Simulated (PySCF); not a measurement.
CH2Br2, SMILES `BrCBr`.

Computed with PySCF, PBE0/def2-TZVP, geometry: GFN2-xTB. No frequency check shows the geometry to be a minimum. GFN2-xTB bond lengths at metals and heavier atoms can be off by up to 0.1 Å and shapes distorted, which carries into these values.

Input

```python
import numpy as np
from pyscf import gto, scf, dft
from pyscf.scf import atom_ks, atom_hf
from scipy.linalg import block_diag

def solve(mol, dm0=None, hcore=None):
    mf = (dft.UKS if mol.spin else dft.RKS)(mol, xc='pbe0')
    mf.grids.level = 3
    mf = mf.density_fit(auxbasis='def2-universal-jkfit')
    mf.conv_tol, mf.max_cycle = 1e-8, 80
    if hcore is not None:
        mf.get_hcore = lambda *args: hcore
    mf.kernel(dm0)
    if not mf.converged:
        mf = mf.newton().run(mf.mo_coeff, mf.mo_occ, max_cycle=30)
    assert mf.converged, 'SCF not converged'
    return mf

mol = gto.M(atom='''
Br     1.61059     0.12639     0.00000
C      0.00004    -0.95351     0.00000
Br    -1.61060     0.12639     0.00000
H     -0.00009    -1.56302     0.90082
H      0.00009    -1.56302    -0.90082
''', basis='def2-tzvp', charge=0, spin=0, verbose=4)
mf = solve(mol)
mf.analyze()
# spherically averaged free atoms, for the promolecule
atm = atom_ks.get_atm_nrks(mol, xc='pbe0')
pro = block_diag(*[(atm[a[0]][2] * atm[a[0]][3]) @ atm[a[0]][2].T for a in mol._atom])
np.savez('result.npz', e=mf.e_tot, c=mf.mo_coeff, occ=mf.mo_occ, eps=mf.mo_energy, pro=pro, dip=mf.dip_moment(verbose=0), s2=mf.spin_square()[0])
```

Run with:

```sh
OMP_NUM_THREADS=1 python input.py
```

The run took 14 s on 1 thread of Arm Neoverse V1 (shared host), peak memory 0.52 GiB.

Partitions, critical points and surface values were worked out afterwards from this run's density.

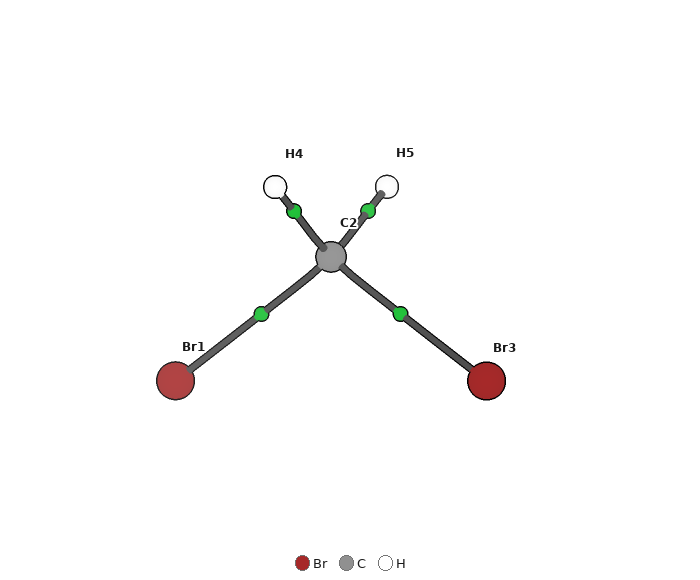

Molecular graph of the electron density (QTAIM): bond paths, bond critical points (green), ring points (magenta, if any); weak paths are dashed.

> How many critical points of each kind are there, and does the count close?

5 nuclei, 4 bond, 0 ring and 0 cage critical points: 5 − 4 + 0 − 0 = 1, as the Poincaré–Hopf relation requires.

> Tabulate density, Laplacian, ellipticity and energy density at the bond critical points (atomic units).

```tsv
bond	length (Å)	ρ (a.u.)	∇²ρ (a.u.)	ε	H (a.u.)
C2–H4 (2 alike)	1.088	0.290	−1.05	0.01	−0.295
Br1–C2 (2 alike)	1.939	0.154	−0.15	0.01	−0.091
```

> What kind of interaction is Br1–C2?

Shared-shell (covalent): ρ = 0.154, ∇²ρ = −0.15, H = −0.091 a.u.
